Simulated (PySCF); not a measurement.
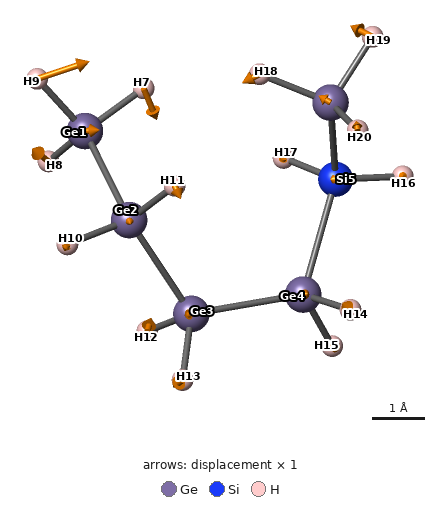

A relaxation of Ge5SiH14. The starting structure is drawn; orange arrows show the displacements, at their true length. The two geometries are superimposed by the best rigid fit.

Style: ball-and-stick. Shown face on.

The start comes from GFN2-xTB. Its atoms were then displaced at random by about 0.03 Å.

These are results of PySCF, PBE0-D3(BJ)/def2-SVP geometry optimisation, gas phase, not measurements. 

Q: What did the optimiser do to the structure, and how much energy did it gain?

A: An H atom moves most after the best rigid fit: 1.08 Å. Largest moves by element: H 1.08 Å, Ge 0.31 Å, Si 0.14 Å. Near-neighbour distances that change, for instance: Ge–Ge 2.252 → 2.426 Å, Ge–H 1.446 → 1.541 Å, H–Si 1.406 → 1.497 Å, Ge–H 1.593 → 1.543 Å. Bond angles that change, for instance: H–Ge–H 100.8° → 107.8°, Ge–Ge–Ge 117.1° → 110.3°, Si–Ge–H 116.5° → 109.8°. Groups turn about Ge–Ge by about 30°. Over 20 geometry steps the energy falls by 0.685 eV. The run took 9.7 min on 2 threads of Intel(R) Xeon(R) 6975P-C, with other jobs on the host.
